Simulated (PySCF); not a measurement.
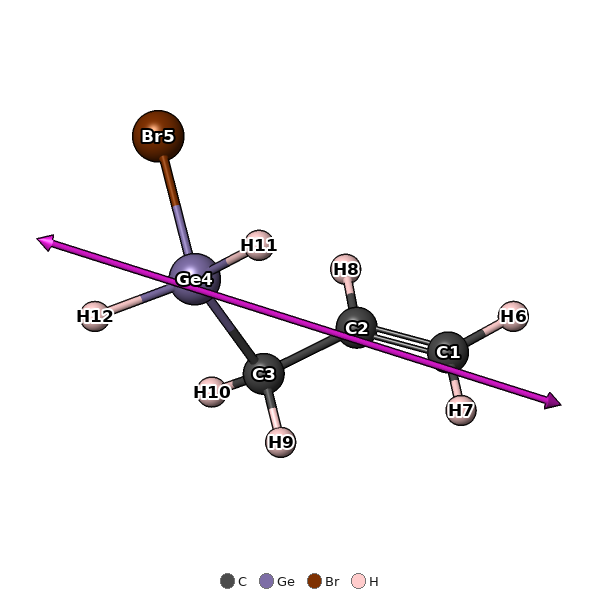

The double arrow shows the direction of the transition dipole to excited singlet state 3 (its length means nothing). Computed geometry: GFN2-xTB optimisation. No frequency run is at hand to confirm it as a minimum. Level of theory: TDDFT CAM-B3LYP/def2-SVPD, vertical, gas phase, core orbitals frozen in the response (PySCF 2.14.0).

Question. Where does the transition lie, and how strong is it?

Answer. 6.78 eV (183 nm), oscillator strength 0.42, mainly HOMO → LUMO+1 (weight 0.71); transition dipole 4.03 D.

The geometry is semi-empirical. Around Br, Ge such bond lengths and angles can be off by a tenth of an ångström or more and by several degrees, and values that hang on the shape move with them.
